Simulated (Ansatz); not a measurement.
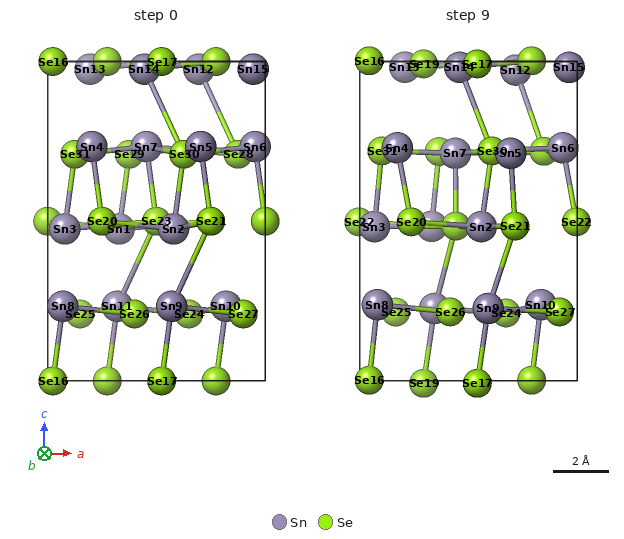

The structure of a defect cell of composition Sn₁₅Se₁₆ before (left) and after (right) a relaxation, at one scale.

Style: ball-and-stick. Shown: the cell of the calculation (origin shifted), along the b axis.

Case: Sn vacancy (site c), charge +0, atoms relaxed at the host's cell.

These are results of DFT PBE, scalar-relativistic, plane waves, PAW in Ansatz 0.2.0, not measurements. Set-up: plane-wave cutoff 420 eV; k-point mesh 2 × 2 × 2; occupations gaussian; smearing width 0.01 eV; collinear spin; atoms relaxed in a fixed cell; force threshold 0.025 eV/Å; at most 45 steps.

> Summarise the run.

The largest moves, 0.50 Å, are those of Se atoms. By element the largest moves are Se 0.50 Å, Sn 0.27 Å. The cell stays as it was. Some distances before and after: Se–Sn 3.439 → 3.037 Å, Se–Sn 3.543 → 3.210 Å, Se–Sn 3.439 → 3.215 Å, Se–Sn 3.543 → 3.348 Å. Among the angles between lasting bonds that change: Sn–Se–Sn 101.5° → 91.5°, Sn–Se–Sn 101.5° → 92.9°, Sn–Se–Sn 101.5° → 94.1°. After 7 accepted moves (9 points after the start) the energy has fallen by 0.375 eV per cell of the calculation. The largest force component goes from 0.51 to 0.017 eV/Å. The line search rejected the trial steps at points 4, 6 of the run. The program noted that the starting moments weren't kept. The run may lie on a higher electronic state than the lowest, so the end point isn't shown to be the ground-state structure. Cost: 12 min on 4 threads of Intel(R) Xeon(R) 6975P-C (Granite Rapids), on a shared host, peak memory 5.9 GiB.
